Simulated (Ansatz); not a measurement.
# Fields on a plane of Cu3N (ReO3 type, space group Pm-3m)

```yaml
crystal:
  lattice:
    - [3.82697, 0.00000, 0.00000]
    - [0.00000, 3.82697, 0.00000]
    - [0.00000, 0.00000, 3.82697]
  atoms:
    - { symbol: N, position: [0.00000, 0.00000, 0.00000] }
    - { symbol: Cu, position: [0.50000, 0.00000, 0.00000] }
    - { symbol: Cu, position: [0.00000, 0.00000, 0.50000] }
    - { symbol: Cu, position: [0.00000, 0.50000, 0.00000] }
```

The slice is a {110} plane (indices of the conventional cell) through the point (0.000, 0.500, 0.000) (fractional), spanned by u = [100] and v = [011] in vectors of this cell: u (3.83 Å) and v (5.41 Å, at 90° to u). It covers one period; positions are fractions (u, v).

Atoms on it: Cu at (0.00, 0.50); Cu at (0.00, 0.00).

Level of theory: PBE (plane waves to 420 eV, PAW, scalar-relativistic; Ansatz, a quantum-chemistry and plane-wave program). k mesh 9×9×9. Near the nuclei the fields are pseudised (PAW); where an atom keeps semicore shells as valence, they peak there. Cu3N is run without spin polarisation. Cu3N was relaxed with its symmetry unable to fall.

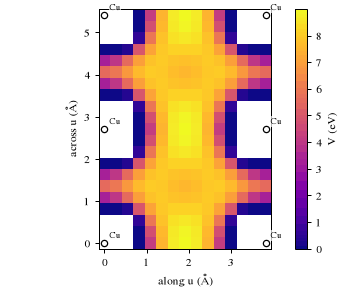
Electrostatic potential energy of an electron, from the cell's mean, in eV, one period of the plane, atoms marked. Points within 0.8 Å of a nucleus are left white, as the pseudised field means little there. Values under 0 eV are set to 0. The zero, the cell's mean, hangs on the PAW cores.

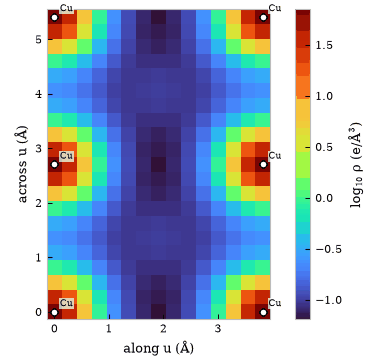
*Log₁₀ of the valence density in e/Å³, one period of the plane, atoms marked. The scale is logarithmic, as a density can span decades between atoms and voids.*
